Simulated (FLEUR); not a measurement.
# free Fe(001) film, 3 layers: from one collinear state to anisotropy, part 2 of 2

One state of free Fe(001) film, 3 layers is converged without symmetry. Force theorems then give its anisotropy.

FLEUR MaX-R8.1; PBE; all-electron FLAPW film, Dirac cores, scalar-relativistic bands.

So far. Step 2 (Reference state): After 33 cycles the largest moment stands at 2.96 μB.

## Step 5: Spin–orbit coupling, moments along z

Level of this step: PBE; all-electron FLAPW film, Dirac cores, scalar-relativistic bands with spin-orbit coupling (FLEUR).

Spin–orbit coupling ties the spins to the lattice and lets orbital moments form.

A new self-consistent run of the start ferro +++, with the moments along z. The k list default-1 (kpts.xml, not shown) is a Γ-centred 26×26×1 mesh.

Contents of inp.xml:

```
<?xml version="1.0" encoding="UTF-8" standalone="no"?>
<fleurInput fleurInputVersion="0.39">
   <comment>
      Fe
   </comment>
   <calculationSetup>
      <cutoffs Kmax="3.68" Gmax="11.0" GmaxXC="11.0" numbands="108"/>
      <scfLoop itmax="150" minDistance="0.00002" maxIterBroyd="15" imix="Anderson" alpha="0.03" precondParam="0.0" spinf="2.0" sdNocoIR="T"/>
      <coreElectrons ctail="T" frcor="F" kcrel="0" coretail_lmax="0"/>
      <xcFunctional name="pbe" relativisticCorrections="F"/>
      <magnetism jspins="2"/>
      <soc l_soc="T" theta="0.0" phi="0.0" spav="F"/>
      <expertModes spex="0" secvar="F"/>
      <geometryOptimization l_f="F" forcealpha="1.0" forcemix="BFGS" epsdisp="0.00001" epsforce="0.00001"/>
      <ldaU l_linMix="F" mixParam="0.05" spinf="1.0"/>
   </calculationSetup>
   <cell>
      <bzIntegration valenceElectrons="48.0" mode="hist" fermiSmearingEnergy="0.00183747">
         <kPointListSelection listName="default-1"/>
         <xi:include xmlns:xi="http://www.w3.org/2001/XInclude" href="kpts.xml"> </xi:include>
      </bzIntegration>
      <xi:include xmlns:xi="http://www.w3.org/2001/XInclude" href="sym.xml"> </xi:include>
      <filmLattice scale="1.0" dVac="10.68" dTilda="13.18">
         <bravaisMatrixFilm>
            <row-1>    5.4159550731035999     0.0000000000000000</row-1>
            <row-2>    0.0000000000000000     5.4159550731035999</row-2>
         </bravaisMatrixFilm>
         <vacuumEnergyParameters vacuum="1" spinUp="-.25" spinDown="-.25"/>
      </filmLattice>
   </cell>
   <atomSpecies>
      <species name="Iron (Fe) 2.800" element="Fe" atomicNumber="26">
         <mtSphere radius="2.23" gridPoints="737" logIncrement="0.016"/>
         <atomicCutoffs lmax="8" lnonsphr="6"/>
         <electronConfig flipSpins="F">
            <coreConfig>(1s1/2) (2s1/2) (2p1/2) (2p3/2)</coreConfig>
            <valenceConfig>(3s1/2) (3p1/2) (3p3/2) (4s1/2) (3d3/2) (3d5/2)</valenceConfig>
            <stateOccupation state="(3d3/2)" spinUp="1.4" spinDown="1.0"/>
            <stateOccupation state="(3d5/2)" spinUp="3.0" spinDown="0.6"/>
         </electronConfig>
         <energyParameters s="4" p="4" d="3" f="4"/>
         <lo type="SCLO" l="0" n="3" eDeriv="0"/>
         <lo type="SCLO" l="1" n="3" eDeriv="0"/>
      </species>
   </atomSpecies>
   <atomGroups>
      <atomGroup species="Iron (Fe) 2.800">
         <filmPos label="                   1">.0000000000 .0000000000 -2.7079828732</filmPos>
         <filmPos label="                   3">.0000000000 .0000000000 2.7079828732</filmPos>
         <force calculate="T" relaxXYZ="TTT"/>
      </atomGroup>
      <atomGroup species="Iron (Fe) 2.800">
         <filmPos label="                   2">1.000/2.000 1.000/2.000 .0000000000</filmPos>
         <force calculate="T" relaxXYZ="TTT"/>
      </atomGroup>
   </atomGroups>
   <output dos="F" band="F" slice="F">
      <bandDOS minEnergy="-.5*Htr" maxEnergy="0.5*Htr" sigma="0.015" storeEVData="T"/>
      <plotting iplot="0" polar="F">
         <plot TwoD="T" vec1="  1.0  0.0  0.0" vec2="  0.0  1.0  0.0" vec3="  0.0  0.0  1.0" zero="  0.0  0.0 -0.5" file="plot"/>
      </plotting>
      <moessbauerParams electricFieldGradient="F" isomerShift="F" coreHyperfine="F" valenceHyperfine="F"/>
   </output>
</fleurInput>
```

Contents of crystal.txt:

```
Fe
&input film=T cartesian=F /
2.86600000000  0.00000000000  0.00000000000
0.00000000000  2.86600000000  0.00000000000
0.00000000000  0.00000000000  1.00000000000
1.8897261246
1.0 1.0 1.0

3
26 0.00000000000  0.00000000000  -2.70798287318 : 2.800
26 0.50000000000  0.50000000000  0.00000000000 : 2.800
26 0.00000000000  0.00000000000  2.70798287318 : 2.800

&soc 0.0000000 0.0000000 /
&kpt div1=26 div2=26 div3=1 gamma=T /
```

On the command line:

```console
> OMP_NUM_THREADS=1 inpgen -f crystal.txt > inpgen.log  # inp.xml is then edited as shown
> OMP_NUM_THREADS=1 mpirun -n 4 fleur_MPI > fleur.log
```

The program printed:

```text
[banner, memory and clock lines left out]
Welcome to FLEUR        (www.flapw.de)
      MaX-Release 8.1          (www.max-centre.eu)

 ========== k-point set info ==========
 Selected k-point list: default-1
 k-point list type: mesh
 0 x 0 x 0
 Number of k points: 172

 [... set-up left out ...]
 Iteration:     1   Distance:      25.37029620 me/bohr^3
 Iteration:     2   Distance:      14.97181411 me/bohr^3
 Iteration:     3   Distance:      11.66348025 me/bohr^3
 Iteration:     4   Distance:       9.34263626 me/bohr^3
 Iteration:     5   Distance:       7.37640931 me/bohr^3
 Iteration:     6   Distance:       7.37517191 me/bohr^3
 Iteration:     7   Distance:       6.79474684 me/bohr^3
 Iteration:     8   Distance:       5.69627382 me/bohr^3
 Iteration:     9   Distance:       2.15125604 me/bohr^3
 Iteration:    10   Distance:       1.11657859 me/bohr^3
 Iteration:    11   Distance:       1.48528577 me/bohr^3
 Iteration:    12   Distance:       0.32030794 me/bohr^3
 Iteration:    13   Distance:       0.26623021 me/bohr^3
 Iteration:    14   Distance:       0.06516451 me/bohr^3
[... lines left out ...]
 Iteration:    22   Distance:       0.00245319 me/bohr^3
 Iteration:    23   Distance:       0.00198911 me/bohr^3
 Iteration:    24   Distance:       0.00074536 me/bohr^3
 Iteration:    25   Distance:       0.00020359 me/bohr^3
 Iteration:    26   Distance:       0.00019174 me/bohr^3
 Iteration:    27   Distance:       0.00003162 me/bohr^3
 Iteration:    28   Distance:       0.00000823 me/bohr^3

 ********************************************************************
 Run finished successfully
 Stop message:
   all done
 ********************************************************************

--- out.xml (last complete iteration) ---
<iteration numberForCurrentRun="   28" overallNumber="   28">
         [... left out ...]
         <bandgap value="0.0000000000" units="eV"/>
         <sumValenceSingleParticleEnergies value="-62.9074193054" units="Htr"/>
         <FermiEnergy value="-0.1374108690" units="Htr"/>
         [... left out ...]
         <magneticMomentsInMTSpheres units="muBohr">
            <globalMagMoment atomType="1" vec="0.00000   0.00000   2.97410"/>
            <globalMagMoment atomType="2" vec="0.00000   0.00000   2.40645"/>
         </magneticMomentsInMTSpheres>
         <orbitalMomentsInMTSpheres units="muBohr">
            <globalMagMoment atomType="1" vec="0.00000   0.00000   0.08082"/>
            <globalMagMoment atomType="2" vec="0.00000   0.00000   0.04680"/>
         </orbitalMomentsInMTSpheres>
         [... left out ...]
         <totalEnergy value="    -3818.3143100520" units="Htr">
            <sumOfEigenvalues value="    -2244.8207470477">
               <coreElectrons value="-2181.9133277423"/>
               <valenceElectrons value="-62.9074193054"/>
            </sumOfEigenvalues>
         [... left out ...]
            <freeEnergy value="-3818.3155286717"/>
            <extrapolationTo0K value="-3818.3149193618"/>
         </totalEnergy>
         <densityConvergence units="me/bohr^3">
            <chargeDensity spin="1" distance="0.0000040760"/>
            <chargeDensity spin="2" distance="0.0000069787"/>
            <overallChargeDensity distance="0.0000082256"/>
            <spinDensity distance="0.0000079355"/>
         </densityConvergence>
      </iteration>
```

Elapsed: 4.7 min, on 4 MPI ranks of Arm Neoverse V2, shared host; peak memory 0.73 GiB.

Spin moment in the muffin-tin sphere by atom:

```
atom  spin moment in the muffin-tin sphere (μB)
 Fe1                                       2.97
 Fe2                                       2.41
 Fe3                                       2.97
```

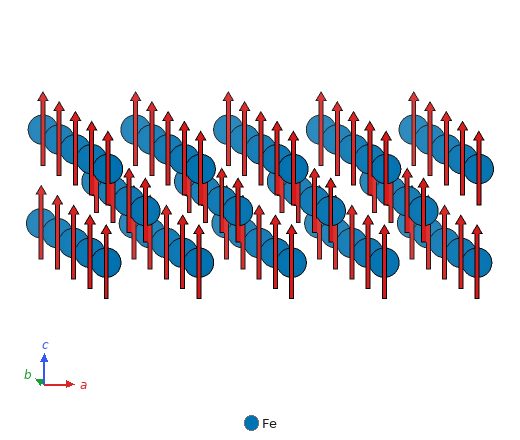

Spin moment in the muffin-tin sphere as arrows, the longest 2.97 μB. Up and down stand for the sign. Arrows give size and sign along the axis of quantisation, drawn up and down the page. 4×4×1 cells are drawn. Some periodic images of atoms are drawn too.

Numbers from this step:

| Item | Value |
| --- | --- |
| free energy | -103901.6587 eV |
| program's band gap on this mesh (in a metal only a level spacing) | 0 eV |
| magnetization | 8.487 μB |
| final state | ferromagnetic |
| orbital moment along the spin | 0.08082 μB |

Orbital moment in the sphere, along the spin axis by atom:

```
atom  orbital moment in the sphere, along the spin axis (μB)
 Fe1                                                  0.0808
 Fe2                                                  0.0468
 Fe3                                                  0.0808
```

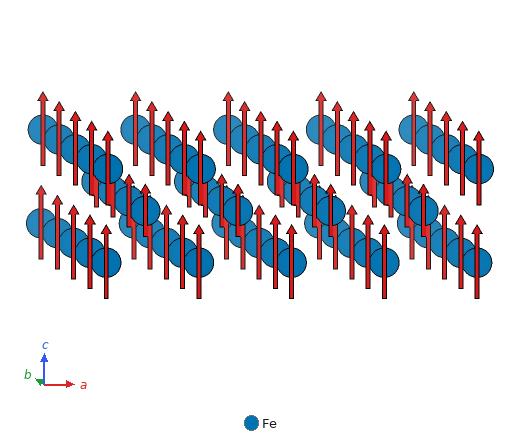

Orbital moment in the sphere, along the spin axis as arrows, the longest 0.0808 μB. Up and down stand for the sign. Arrows give size and sign along the axis of quantisation, drawn up and down the page. 4×4×1 cells are drawn. Some periodic images of atoms are drawn too.

## Step 6: Results

```
reference state                                                             : ferromagnetic
largest sphere moment                                                       : 2.96 μB
easy direction of those tried                                               : z
energy along x less z, force theorem                                        : 0.0924 meV a primitive cell
orbital moment on the atom of largest spin, along its spin (spin–orbit run) : 0.0808 μB
```

By the force theorem the moments prefer z; shape anisotropy is not in it, and in a film it favours the plane. The difference for the second direction goes from 0.018 meV (mesh 17×17×1, 96 states, 1.8 min of CPU time) to 0.092 meV (mesh 26×26×1, 96 states, 4 min), so it is not converged. The orbital moment is parallel to the spin. The state was typed, and no other order was converged beside it, so it need not be the ground state.

[Logs and program files are shortened in this print: banners, set-up blocks, solver, clock and traceback lines can be left out without a mark of their own.]

[Logs are printed without paths, hosts, clocks, repeated set-up lines and the standing remarks that a program may print on its own settings, such as how far it seeks lower states.]

[Hosts, paths, dates, database ids (printed as entryN), source tags and the programs' standing remarks are cut or masked in the printed files.]

[Where a cell is said to come from a database of computed structures, the database is the Materials Project.]
